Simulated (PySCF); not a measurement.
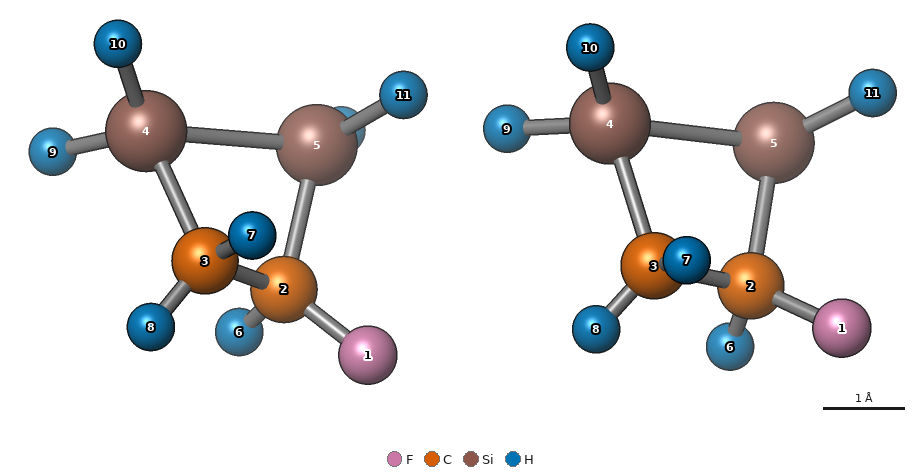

Two geometries of C$_{2}$H$_{7}$FSi$_{2}$, drawn at one scale. One is the start of a relaxation, the other its converged end. A ball-and-stick model, seen at a tilt.

All numbers below come from PBE0-D3(BJ)/def2-SVP geometry optimisation, gas phase in PySCF. 

Question: Which one is relaxed?

Answer: The left one is the relaxed one. The start comes from GFN2-xTB. Its atoms were then displaced at random by about 0.01 Å. The atom that moves furthest after the best rigid fit is the F atom (0.52 Å). By element the largest moves are F 0.52 Å, H 0.48 Å, C 0.18 Å, Si 0.11 Å. Among the contacts that change: C–H 1.063 → 1.101 Å, C–F 1.413 → 1.375 Å, C–Si 1.948 → 1.918 Å, Si–Si 2.307 → 2.336 Å. Among the angles between lasting bonds that change: Si–Si–H 120.8° → 112.2°, Si–Si–H 121.3° → 115.1°, C–Si–H 112.6° → 117.9°. The energy falls by 22.6 kJ/mol in 10 geometry steps.
